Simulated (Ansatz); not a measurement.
Start from CaO in the rock salt structure (space group Fm-3m, No. 225; a = 4.767 Å).

Modification: the cell is scaled by 1.0150 in all directions, atoms relaxed at fixed cell.

Calculations: PBEsol, PAW, 420 eV (Ansatz, a quantum-chemistry and plane-wave program; no spin-orbit coupling).

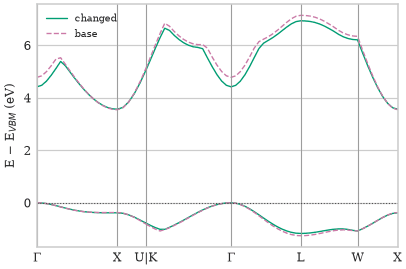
Figure: Highest valence and lowest conduction band along the path, each from its own valence-band maximum

### Question
Read the changed gap and its character from the plot.

### Answer
About 3.6 eV, indirect, Γ → X.

The cells carry an imposed strain or load. Stability against distortions was not tested.
